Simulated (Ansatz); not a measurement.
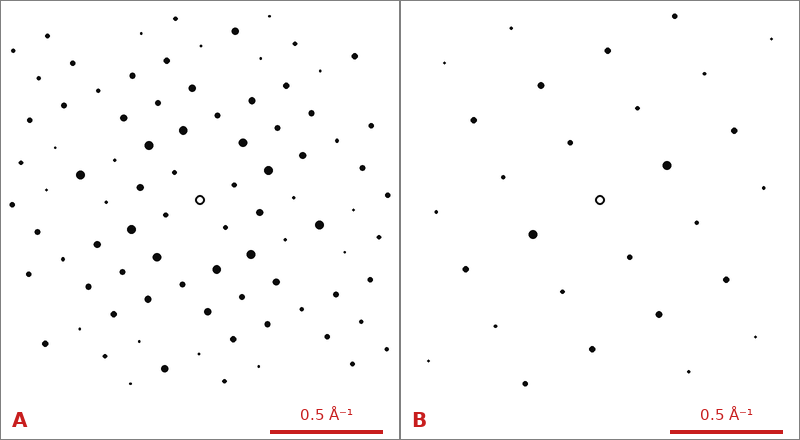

Kinematic electron diffraction patterns (200 kV, B = 0.5 Å², same scale, each along a low-index zone) of two structures of composition K2Co, each relaxed at zero pressure with DFT PBE, scalar-relativistic, plane waves, PAW in Ansatz. Each run keeps the magnetic state that it reached.

The structures (standard cells):
1. P6/mmm (No. 191), a = 5.893 Å, c = 3.450 Å (hexagonal axes), 3 atoms; generated start, possibly hypothetical
2. Fd-3m (No. 227), a = 10.309 Å, 24 atoms; generated start, possibly hypothetical

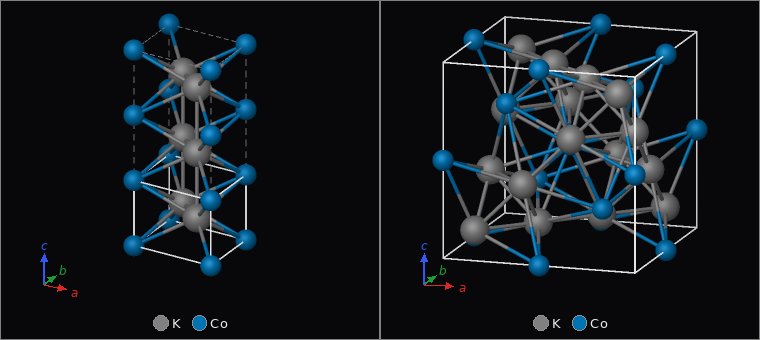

Drawings of the structures 1 to 2, from left to right (each may span several cells).

Which pattern belongs to which structure, and along which zone?

Answer. A is structure 2 along [110] or an equivalent direction: centred rectangular net of -1 1 -1 at d = 5.95 Å and -1 1 1 at d = 5.95 Å, 70.5° apart (some points of this net are extinct or too weak to see). B is structure 1 along [210] or an equivalent direction: rectangular net of 0 0 1 at d = 3.45 Å and 1 -2 0 at d = 2.95 Å, 90.0° apart.

Rank the structures by their computed energy.

Answer. Structure 1 (P6/mmm, 34.58 Å³ an atom) is the lowest of these; structure 2 (Fd-3m, 45.65 Å³ an atom) lies about 190 meV an atom higher. These are static energies at 0 K; other structures, not shown, may lie lower still.
